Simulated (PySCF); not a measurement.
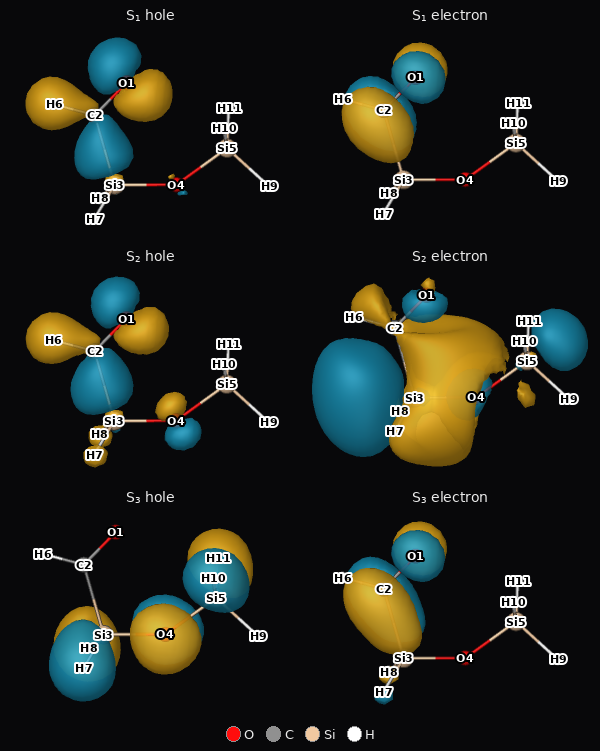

*CH6O2Si2, SMILES `O=C[SiH2]O[SiH3]`. Leading natural transition orbitals (TDA singlet states).*

Computed with PySCF, LC-wPBE/def2-SVP, geometry: GFN2-xTB. No frequency check shows the geometry to be a minimum. Without diffuse functions Rydberg states are missing, so the states' numbers hold for this basis only.

> Give the energy and character of each state.

By state:
- S₁: 3.36 eV (369 nm), f = 0.001 (very weak), n → π*; the leading pair carries 100 %; hole on O1 (55 %), C2 (18 %) and Si3 (11 %), electron on C2 (46 %), O1 (36 %) and Si3 (10 %); their centroids lie 0.3 Å apart.
- S₂: 7.03 eV (176 nm), f = 0.009, σ or n → σ*; the leading pair carries 96 %; hole on O1 (36 %), C2 (22 %) and Si3 (15 %), electron on Si3 (45 %), C2 (11 %) and Si5 (10 %); their centroids lie 1.3 Å apart.
- S₃: 7.79 eV (159 nm), f = 0.045, charge transfer; the leading pair carries 98 %; hole on O4 (41 %), Si3 (14 %) and Si5 (11 %), electron on C2 (41 %), O1 (32 %) and Si3 (16 %); their centroids lie 2.1 Å apart.

Run time: 2.5 min on 1 thread of Intel(R) Xeon(R) Platinum 8375C CPU @ 2.90GHz (Ice Lake) (shared host), peak memory 0.62 GiB.
